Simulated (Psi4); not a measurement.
Geometry relaxation of CuPClF₃ (part 1 of 2)

- system: CuPClF₃, SMILES F[P+](F)(F)[Cu-][Cl]
- method: PBE0/def2-TZVP, RKS, dispersion D4 (Psi4 1.11)

The geometry comes from this level: own PBE0/def2-TZVP.

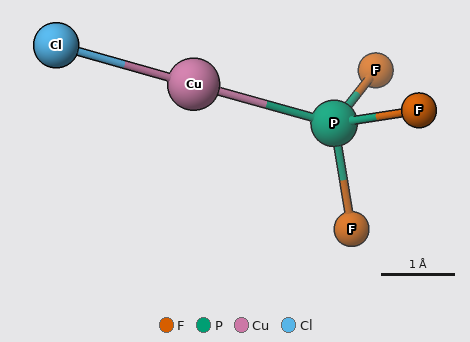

The input geometry (ball-and-stick view, seen at an oblique angle). Sticks mark near contacts.

Key numbers

```tsv
quantity	value
outcome	converged
total energy	−2741.161116 hartree
dispersion energy	−0.005294 hartree
basis functions	212
HOMO	−7.70 eV
LUMO	−1.78 eV
dipole moment	5.15 D
hardware	2 threads of Intel Xeon @ 2.50GHz (Skylake/Cascade Lake), 96 GiB of memory available, shared host
wall time	23 s (CPU time 59 s)
peak memory	0.98 GiB
```

The input (job.py)
```python
import psi4

psi4.set_memory(3300000000)
psi4.set_num_threads(2)
psi4.set_output_file('output.dat', False)

mol = psi4.geometry("""
F      0.631220    -0.770100     1.657520
P      0.364590    -0.500700     0.158670
F     -0.058250    -1.918100    -0.291280
F      1.818330    -0.481120    -0.367110
Cu    -0.895640     1.131160    -0.354410
Cl    -2.121200     2.733120    -0.857820
symmetry c1
""")

psi4.set_options(dict(reference='rks', scf_type='df', geom_maxiter=50, max_force_g_convergence=0.0002))

energy_value = psi4.optimize("pbe0-d4/def2-TZVP")
print('E =', round(energy_value, 9))
print(mol.to_string(dtype='xyz', units='Angstrom'))
```

Command:
```bash
python job.py
```

Output
```
Psi4 1.11 release

gradient() will perform analytic gradient computation.

   => Loading Basis Set <=

    Name: DEF2-TZVP
    Role: ORBITAL
    Keyword: BASIS

   => PBE0-D4(BJ,EEQ)ATM: Empirical Dispersion <=

        a1 =       0.400856
        a2 =       5.029288
       alp =      16.000000
        s6 =       1.000000
        s8 =       1.200655
        s9 =       1.000000
        ga =       3.000000
        gc =       2.000000
        wf =       6.000000

         ---------------------------------------------------------
                                   SCF
                              RKS Reference
                        2 Threads,   3147 MiB Core
         ---------------------------------------------------------

  ==> Geometry <==

    Molecular point group: c1
    Full point group: C1

    Geometry (in Angstrom), charge = 0, multiplicity = 1:

       Center              X                  Y                   Z               Mass
    ------------   -----------------  -----------------  -----------------  -----------------
         F            1.028355706144    -1.259894993280     1.810335260893    18.998403162730
         P            0.761725706144    -0.990494993280     0.311485260893    30.973761998420
         F            0.338885706144    -2.407894993280    -0.138464739107    18.998403162730
         F            2.215465706144    -0.970914993280    -0.214294739107    18.998403162730
         CU          -0.498504293856     0.641365006720    -0.201594739107    62.929597720000
         CL          -1.724064293856     2.243325006720    -0.705004739107    34.968852682000

  Running in c1 symmetry.

  Rotational constants: A =      0.15868  B =      0.02491  C =      0.02490 [cm^-1]
  Rotational constants: A =   4757.22497  B =    746.64401  C =    746.63008 [MHz]
  Nuclear repulsion =  637.537907692348085

  Charge       = 0
  Multiplicity = 1
  Electrons    = 88
  Nalpha       = 44
  Nbeta        = 44

  ==> Algorithm <==

  SCF Algorithm Type is DF.
  DIIS enabled.
  MOM disabled.
  Fractional occupation disabled.
  Guess Type is SAD.
  Energy threshold   = 1.00e-08
  Density threshold  = 1.00e-08
  Integral threshold = 1.00e-12

  ==> Primary Basis <==

  Basis Set: DEF2-TZVP
    Blend: DEF2-TZVP
    Number of shells: 74
    Number of basis functions: 212
    Number of Cartesian functions: 244
    Spherical Harmonics?: true
    Max angular momentum: 3

  ==> DFT Potential <==

   => LibXC <=

    Version 7.1.2

   => Composite Functional: PBE0-D4BJEEQATM <=

    PBE0-d4bjeeqatm Hyb-GGA Exchange-Correlation Functional

    Deriv               =              1
    GGA                 =           TRUE
    Meta                =          FALSE

    Exchange Hybrid     =           TRUE
    MP2 Hybrid          =          FALSE

   => Exchange Functionals <=

    0.7500   Perdew, Burke & Ernzerhof

   => Exact (HF) Exchange <=

    0.2500               HF

   => Correlation Functionals <=

    1.0000   Perdew, Burke & Ernzerhof

   => LibXC Density Thresholds  <==

    XC_HYB_GGA_XC_PBEH:  1.00E-15

   => Molecular Quadrature <=

    Radial Scheme          =       TREUTLER
    Pruning Scheme         =           NONE
    Nuclear Scheme         =       TREUTLER

    Blocking Scheme        =         OCTREE
    BS radius alpha        =              1
    Pruning alpha          =              1
    Radial Points          =             75
    Spherical Points       =            302
    Total Points           =         130240
    Total Blocks           =           1082
    Max Points             =            256
    Max Functions          =            188
    Weights Tolerance      =       1.00E-15

   => Loading Basis Set <=

    Name: (DEF2-TZVP AUX)
    Role: JKFIT
    Keyword: DF_BASIS_SCF

  ==> Integral Setup <==

  DFHelper Memory: AOs need 0.229 GiB; user supplied 1.860 GiB.
  SCF_SUBTYPE=INCORE selected. In-core MEM_DF algorithm will be used.
  Using in-core AOs.

  ==> MemDFJK: Density-Fitted J/K Matrices <==

    J tasked:                   Yes
    K tasked:                   Yes
    wK tasked:                   No
    Memory [MiB]:              1905
    Algorithm:                 Core
    Schwarz Cutoff:           1E-12
    Mask sparsity (%):      15.9576
    Fitting Condition:        1E-10

   => Auxiliary Basis Set <=

  Basis Set: (DEF2-TZVP AUX)
    Blend: DEF2-UNIVERSAL-JKFIT
    Number of shells: 209
    Number of basis functions: 751
    Number of Cartesian functions: 966
    Spherical Harmonics?: true
    Max angular momentum: 6

  Cached 100.0% of DFT collocation blocks in 0.445 [GiB].

  Minimum eigenvalue in the overlap matrix is 2.6069654660E-03.
  Reciprocal condition number of the overlap matrix is 5.1266436310E-04.
    Using symmetric orthogonalization.

  ==> Pre-Iterations <==

  SCF Guess: Superposition of Atomic Densities via on-the-fly atomic UHF (no occupation information).

   -------------------------
    Irrep   Nso     Nmo
   -------------------------
     A        212     212
   -------------------------
    Total     212     212
   -------------------------

  ==> Iterations <==

                           Total Energy        Delta E     RMS |[F,P]|

   @DF-RKS iter SAD: -2738.97857261235595   -2.73898e+03   0.00000e+00
   @DF-RKS iter   1: -2737.68345109789834    1.29512e+00   2.06925e-02 DIIS/ADIIS
   @DF-RKS iter   2: -2694.28010256759626    4.34033e+01   4.43513e-02 DIIS/ADIIS
   @DF-RKS iter   3: -2740.18186288875904   -4.59018e+01   6.69917e-03 DIIS/ADIIS
   @DF-RKS iter   4: -2740.45659885424811   -2.74736e-01   7.42112e-03 DIIS/ADIIS
   @DF-RKS iter   5: -2741.14224574670698   -6.85647e-01   9.82157e-04 DIIS/ADIIS
   @DF-RKS iter   6: -2741.15683087354273   -1.45851e-02   5.57295e-04 DIIS/ADIIS
   @DF-RKS iter   7: -2741.16099362959949   -4.16276e-03   9.13051e-05 DIIS
   @DF-RKS iter   8: -2741.16110332380458   -1.09694e-04   2.90878e-05 DIIS
   @DF-RKS iter   9: -2741.16111617100205   -1.28472e-05   3.71951e-06 DIIS
   @DF-RKS iter  10: -2741.16111645970568   -2.88704e-07   1.27019e-06 DIIS
   @DF-RKS iter  11: -2741.16111648976448   -3.00588e-08   3.21834e-07 DIIS
   @DF-RKS iter  12: -2741.16111649122149   -1.45701e-09   2.01531e-07 DIIS
   @DF-RKS iter  13: -2741.16111649184677   -6.25278e-10   3.64793e-08 DIIS
   @DF-RKS iter  14: -2741.16111649186541   -1.86446e-11   1.87390e-08 DIIS
   @DF-RKS iter  15: -2741.16111649186996   -4.54747e-12   3.64370e-09 DIIS
  Energy and wave function converged.

  ==> Post-Iterations <==

   Electrons on quadrature grid:
      Ntotal   =   87.9999990323 ; deviation = -9.677e-07

    Orbital Energies [Eh]
    ---------------------

    Doubly Occupied:

       1A   -323.393060     2A   -101.643163     3A    -77.430432
       4A    -38.998107     5A    -34.166450     6A    -34.162805
       7A    -34.162796     8A    -24.866945     9A    -24.866918
      10A    -24.866835    11A     -9.469268    12A     -7.199739
      13A     -7.196910    14A     -7.196909    15A     -6.808760
      16A     -4.946427    17A     -4.946426    18A     -4.940178
      19A     -4.415827    20A     -2.900335    21A     -2.889205
      22A     -2.889192    23A     -1.377578    24A     -1.324143
      25A     -1.324097    26A     -0.776192    27A     -0.754684
      28A     -0.642421    29A     -0.642398    30A     -0.616858
      31A     -0.568431    32A     -0.568401    33A     -0.529108
      34A     -0.529079    35A     -0.512423    36A     -0.461671
      37A     -0.372258    38A     -0.372253    39A     -0.360415
      40A     -0.353012    41A     -0.353010    42A     -0.305630
      43A     -0.282985    44A     -0.282979

    Virtual:

      45A     -0.065258    46A     -0.065200    47A     -0.001646
      48A      0.051533    49A      0.120196    50A      0.120333
      51A      0.139385    52A      0.164138    53A      0.164163
      54A      0.203303    55A      0.203851    56A      0.203878
      57A      0.210931    58A      0.269936    59A      0.269971
      60A      0.283943    61A      0.349509    62A      0.374419
      63A      0.374656    64A      0.406648    65A      0.406664
      66A      0.441699    67A      0.451267    68A      0.451438
      69A      0.503539    70A      0.503648    71A      0.507174
      72A      0.536395    73A      0.536757    74A      0.568100
      75A      0.627936    76A      0.637373    77A      0.637614
      78A      0.675645    79A      0.675827    80A      0.685859
      81A      0.725138    82A      0.725195    83A      0.826523
      84A      0.853940    85A      0.854120    86A      0.902355
      87A      0.902533    88A      0.959091    89A      0.959154
      90A      0.980057    91A      1.039051    92A      1.094868
      93A      1.136795    94A      1.136986    95A      1.250951
      96A      1.321995    97A      1.322403    98A      1.366440
      99A      1.407778   100A      1.408703   101A      1.449985
     102A      1.490570   103A      1.491191   104A      1.631390
     105A      1.772189   106A      1.815992   107A      1.816037
     108A      1.869940   109A      1.870103   110A      1.915161
     111A      1.915165   112A      1.926838   113A      1.951025
     114A      1.951170   115A      1.985835   116A      2.079217
     117A      2.079505   118A      2.145060   119A      2.145116
     120A      2.146350   121A      2.146351   122A      2.170277
     123A      2.170596   124A      2.178957   125A      2.209233
     126A      2.315720   127A      2.315783   128A      2.346226
     129A      2.346375   130A      2.436195   131A      2.472667
     132A      2.475231   133A      2.475384   134A      2.538725
     135A      2.539746   136A      2.539852   137A      2.631132
     138A      2.631170   139A      2.659337   140A      2.929222
     141A      3.202015   142A      3.265205   143A      3.265474
     144A      3.362331   145A      3.362743   146A      3.363522
     147A      3.407137   148A      3.590335   149A      3.647912
     150A      3.648000   151A      3.728872   152A      3.729194
     153A      3.798640   154A      3.798846   155A      3.981338
     156A      4.113329   157A      4.114077   158A      4.287078
     159A      5.746322   160A      5.746359   161A      5.749007
     162A      5.749020   163A      5.771316   164A      5.771325
     165A      5.865346   166A      6.580088   167A      6.580151
     168A      6.635957   169A      6.738435   170A      6.758187
     171A      6.758283   172A      6.781486   173A      6.781522
     174A      6.782462   175A      6.783844   176A      6.783942
     177A      6.787182   178A      6.787228   179A      6.789703
     180A      6.872095   181A      6.893310   182A      6.903477
     183A      6.903569   184A      6.904950   185A      6.927570
     186A      6.927665   187A      7.845225   188A      7.878730
     189A      7.879051   190A      8.194142   191A      8.194260
     192A      8.225816   193A      8.290057   194A      8.290402
     195A      8.315899   196A      8.476629   197A      8.487497
     198A      8.487648   199A      8.619796   200A      8.677990
     201A      8.726910   202A      8.727188   203A      8.868402
     204A      8.868605   205A     10.830441   206A     10.830456
     207A     11.057051   208A     15.317185   209A     25.032655
     210A     56.886318   211A     56.886755   212A     57.005984

    Final Occupation by Irrep:
              A
    DOCC [    44 ]
    NA   [    44 ]
    NB   [    44 ]
```
